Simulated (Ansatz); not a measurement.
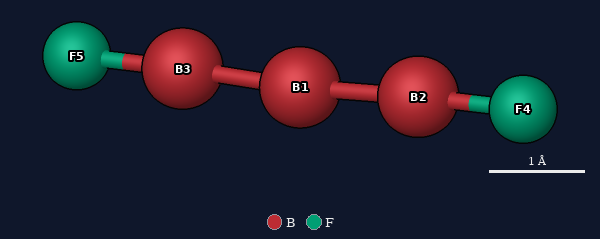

The structure as given in the input (ball-and-stick view, seen at a tilt; atoms are numbered from 1 in the order of the input). Bond lengths as drawn: B–B 1.46 Å and B–F 1.30 Å.

Geometry relaxation, with input and output: B$_{3}$F$_{2}$

System: B$_{3}$F$_{2}$, multiplicity 2.
Method: UKS PBE-D4/def2-SVP (Ansatz 0.2.0).

The geometry: GFN1-xTB start. Figures and captions count atoms from 1; the log counts them from 0 in places.

Log
```
Functional definition: PBE
  name "PBE"
  cite "Perdew, Burke & Ernzerhof, Phys. Rev. Lett. 77, 3865 (1996) doi:10.1103/PhysRevLett.77.3865"
  parent pbe
  parameter kappa = 0.804
  parameter beta = 0.06672455060314922
  exchange = pbe_x(kappa = kappa, mu = beta*pi^2/3)
  correlation = pbe_c(beta = beta)
these checks for a lower state are left out or cut short: starts
758 factors; their error is unknown
mean field evaluation 1: about -7442.2956 eV, gradient 2.8e1 eV
mean field evaluation 2: about -7439.5383 eV, gradient 3.2e1 eV
mean field evaluation 4: about -7447.2966 eV, gradient 3.2e0 eV
mean field evaluation 8: about -7447.2938 eV, gradient 1.1e-1 eV
mean field evaluation 16: about -7447.2939 eV, gradient 9.6e-4 eV
mean field evaluation 32: about -7447.2944 eV, gradient 9.0e-3 eV
mean field -7447.29438125 eV, -273.6830205537 hartree, gradient 2.6e-10 eV, S^2 0.751533; 0 other end points of the search recorded, 0 dependent functions left out
the calculation of the forces begins
reference -7447.29441170 eV, -273.6830216724 hartree; 17, 16 occupied and 53, 54 virtual orbitals, 758 factors
relax step   1: F+E_penalty+E_count = -7447.38221410 eV  Δ(F+E_penalty+E_count) = +0.000e0 eV  max|allowed force component| = 2.984e0 eV/Å  Δτ_max = 0.0000 Å  (206 SCF iters, accepted)
these checks for a lower state are left out or cut short: starts, cluster_reference, orbital_swaps, neighbouring_geometries, increment
758 factors; their error is unknown
mean field evaluation 64: about -7447.4532 eV, gradient 1.4e-4 eV
mean field -7447.45318771 eV, -273.6888565832 hartree, gradient 2.5e-10 eV, S^2 0.751595; 0 other end points of the search recorded, 0 dependent functions left out
the calculation of the forces begins
reference -7447.45321811 eV, -273.6888577003 hartree; 17, 16 occupied and 53, 54 virtual orbitals, 758 factors
relax step   2: F+E_penalty+E_count = -7447.53978603 eV  Δ(F+E_penalty+E_count) = -1.576e-1 eV  max|allowed force component| = 7.511e-1 eV/Å  Δτ_max = 0.0495 Å  (142 SCF iters, accepted)
these checks for a lower state are left out or cut short: starts, cluster_reference, orbital_swaps, neighbouring_geometries, increment
758 factors; their error is unknown
mean field evaluation 96: about -7447.4640 eV, gradient 5.8e-5 eV
mean field -7447.46399659 eV, -273.6892538024 hartree, gradient 1.7e-10 eV, S^2 0.751616; 0 other end points of the search recorded, 0 dependent functions left out
the calculation of the forces begins
reference -7447.46402698 eV, -273.6892549190 hartree; 17, 16 occupied and 53, 54 virtual orbitals, 758 factors
relax step   3: F+E_penalty+E_count = -7447.55022012 eV  Δ(F+E_penalty+E_count) = -1.043e-2 eV  max|allowed force component| = 6.365e-2 eV/Å  Δτ_max = 0.0157 Å  (203 SCF iters, accepted)
these checks for a lower state are left out or cut short: starts, cluster_reference, orbital_swaps, neighbouring_geometries, increment
758 factors; their error is unknown
mean field evaluation 128: about -7447.4652 eV, gradient 1.0e-1 eV
mean field -7447.46496434 eV, -273.6892893663 hartree, gradient 5.8e-9 eV, S^2 0.751612; 0 other end points of the search recorded, 0 dependent functions left out
the calculation of the forces begins
reference -7447.46499472 eV, -273.6892904827 hartree; 17, 16 occupied and 53, 54 virtual orbitals, 758 factors
relax step   4: F+E_penalty+E_count = -7447.55120341 eV  Δ(F+E_penalty+E_count) = -9.833e-4 eV  max|allowed force component| = 1.072e-1 eV/Å  Δτ_max = 0.0299 Å  (279 SCF iters, accepted)
these checks for a lower state are left out or cut short: starts, cluster_reference, orbital_swaps, neighbouring_geometries, increment
758 factors; their error is unknown
mean field evaluation 160: about -7447.4653 eV, gradient 9.4e-3 eV
mean field -7447.46525179 eV, -273.6892999300 hartree, gradient 3.9e-9 eV, S^2 0.751615; 0 other end points of the search recorded, 0 dependent functions left out
the calculation of the forces begins
reference -7447.46528218 eV, -273.6893010469 hartree; 17, 16 occupied and 53, 54 virtual orbitals, 758 factors
relax step   5: F+E_penalty+E_count = -7447.55145531 eV  Δ(F+E_penalty+E_count) = -2.519e-4 eV  max|allowed force component| = 2.415e-3 eV/Å  Δτ_max = 0.0032 Å  (264 SCF iters, accepted)
```

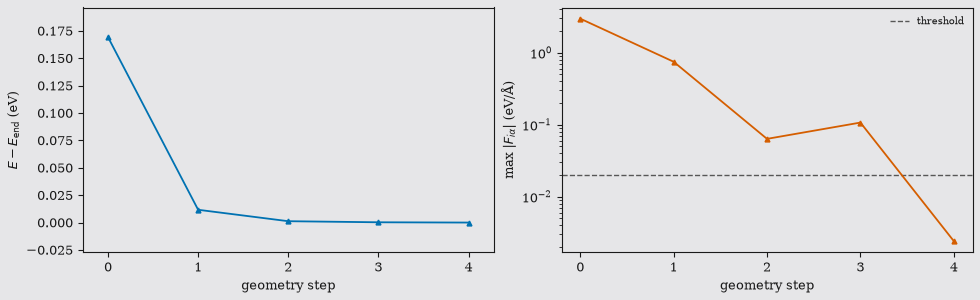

Progress of the relaxation, step by step (the first geometry is step 0 here and step 1 in the log).

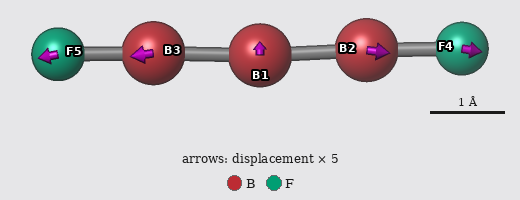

The starting structure with the displacements as pink arrows, magnified 5 times (ball-and-stick view, seen at a tilt). The two geometries are laid on each other by the best rigid fit. After 4 geometry steps the energy has fallen by 0.169 eV. Largest force component: 3 eV/Å at the start, 0.0024 eV/Å at the end. The largest moves after the best rigid fit, 0.067 Å, are those of B2 and B3. Largest moves by element: B 0.067 Å, F 0.058 Å. Distances before and after: B1–B2 1.458 → 1.523 Å, B2–F4 1.303 → 1.294 Å. Among the angles that change: B2–B1–B3 176.1° → 179.9°. (Atoms are counted from 1 in the order of the input.)

```
these checks for a lower state are left out or cut short: starts
758 factors; their error is unknown
mean field -7447.46525179 eV, -273.6892999300 hartree, gradient 3.9e-9 eV, S^2 0.751615; 0 other end points of the search recorded, 0 dependent functions left out
the calculation of the forces begins
reference -7447.46528218 eV, -273.6893010469 hartree; 17, 16 occupied and 53, 54 virtual orbitals, 758 factors
Total energy: -7447.55148570 eV, -273.6924689677 hartree
Atom 0 at    -0.000277    -0.001121    -0.001269 Å, force     0.000034    -0.000457     0.001242 eV/Å
Atom 1 at     1.501079    -0.226965    -0.125150 Å, force    -0.002147     0.001449    -0.000297 eV/Å
Atom 2 at    -1.501205     0.226288     0.124920 Å, force     0.002393     0.000699    -0.000822 eV/Å
Atom 3 at     2.776084    -0.418163    -0.230431 Å, force     0.002135    -0.001206    -0.000291 eV/Å
Atom 4 at    -2.775692     0.419961     0.231940 Å, force    -0.002415    -0.000485     0.000168 eV/Å
Dipole moment:     0.000082     0.000257     0.000521 e Å
Checks for a lower state left out: starts
```

Trajectory as extended XYZ (Å, eV, eV/Å), 5 frames, from step=1 to step=5
```
5
Properties=species:S:1:pos:R:3:forces:R:3 step=1 energy=-7447.38221
B    -0.0069   -0.0313   -0.0257   -0.0065  -0.0171  -0.0329
B     1.4377   -0.2072   -0.1171    2.9739  -0.4876  -0.2484
B    -1.4345    0.2261    0.1215   -2.9843   0.4136   0.2511
F     2.7215   -0.4044   -0.2160   -0.3996   0.1078   0.0503
F    -2.7178    0.4169    0.2373    0.4165  -0.0167  -0.0201
5
Properties=species:S:1:pos:R:3:forces:R:3 step=2 energy=-7447.53979
B    -0.0066   -0.0297   -0.0252    0.0100   0.0548   0.0239
B     1.4860   -0.2168   -0.1221    0.7307  -0.1691  -0.0839
B    -1.4836    0.2313    0.1248   -0.7511   0.0559   0.0422
F     2.7652   -0.4096   -0.2190   -0.1684   0.0558   0.0241
F    -2.7611    0.4248    0.2415    0.1789   0.0026  -0.0064
5
Properties=species:S:1:pos:R:3:forces:R:3 step=3 energy=-7447.55022
B    -0.0058   -0.0258   -0.0224    0.0114   0.0579   0.0317
B     1.5009   -0.2213   -0.1240    0.0452  -0.0575  -0.0275
B    -1.4992    0.2315    0.1256   -0.0636  -0.0403  -0.0168
F     2.7774   -0.4112   -0.2208   -0.0261   0.0247   0.0092
F    -2.7734    0.4268    0.2417    0.0332   0.0153   0.0034
5
Properties=species:S:1:pos:R:3:forces:R:3 step=4 energy=-7447.55120
B    -0.0008   -0.0033   -0.0034    0.0004   0.0007   0.0031
B     1.5005   -0.2272   -0.1253   -0.0898   0.0146   0.0064
B    -1.5008    0.2259    0.1248    0.0896  -0.0130  -0.0095
F     2.7738   -0.4164   -0.2289    0.1070  -0.0174  -0.0091
F    -2.7728    0.4209    0.2329   -0.1072   0.0152   0.0092
5
Properties=species:S:1:pos:R:3:forces:R:3 step=5 energy=-7447.55145
B    -0.0003   -0.0011   -0.0013    0.0000  -0.0005   0.0012
B     1.5011   -0.2270   -0.1252   -0.0021   0.0014  -0.0003
B    -1.5012    0.2263    0.1249    0.0024   0.0007  -0.0008
F     2.7761   -0.4182   -0.2304    0.0021  -0.0012  -0.0003
F    -2.7757    0.4200    0.2319   -0.0024  -0.0005   0.0002
```

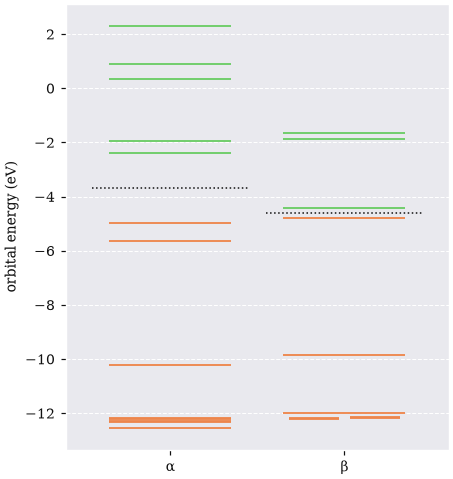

Orbital energies near the frontier for α and β spins; the dotted line parts filled from empty levels, and levels within 0.02 eV of each other stand side by side. α: highest filled −4.98 eV, lowest empty −2.38 eV, 2.60 eV apart; β: highest filled −4.78 eV, lowest empty −4.43 eV, 0.35 eV apart.

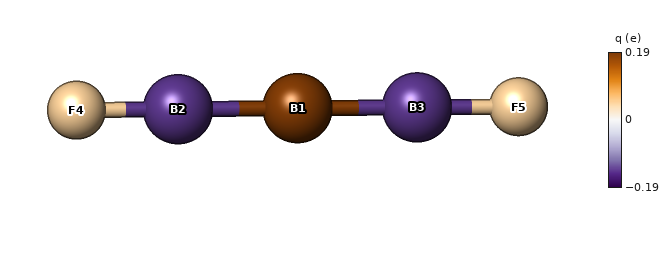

Mulliken charges, as the colour of each atom (ball-and-stick view, seen at a tilt; atoms are numbered from 1 in the order of the input; Mulliken charges depend strongly on the basis). By element: B −0.14 to +0.19 and F +0.05 e.

The run was set up as follows.

Input
```yaml
crystal:
  periodic: [false, false, false]
  atoms:
    - {symbol: B, position_ang: [-0.006850, -0.031300, -0.025710]}
    - {symbol: B, position_ang: [1.437680, -0.207250, -0.117080]}
    - {symbol: B, position_ang: [-1.434480, 0.226060, 0.121540]}
    - {symbol: F, position_ang: [2.721480, -0.404410, -0.216040]}
    - {symbol: F, position_ang: [-2.717840, 0.416900, 0.237300]}
basis:
  gaussian: {orbitals: def2-SVP}
magnetization: {spin_polarized: true, initial_magnetization: 1}
hamiltonian: {xc: pbe, dispersion: d4}
scf: {omitted_lower_state_checks: [starts]}
output: {orbitals: {seedname: orbitals}}
relax: {f_tol: 0.02, max_steps: 100}
```

Launch command:
```bash
ansatz run in.yaml --threads 4 --pin off --events-out ev --progress --plain --max-ram 3916MiB
```

Results in brief

```csv
quantity,value
outcome,converged
total energy,−7447.5515 eV
mean-field energy,−7447.4653 eV
dispersion energy,−0.0862 eV
⟨S²⟩,0.752
SCF solution under orbital rotations,stable
HOMO (either spin),−4.78 eV
LUMO (either spin),−4.43 eV
largest force (length of the vector) at the end,0.003 eV/Å
dipole moment,0.00 D
hardware,"4 threads of Arm Neoverse V1, 23 GiB of memory available, shared host"
wall time,32 s (CPU time 2 min)
peak memory,0.15 GiB
```
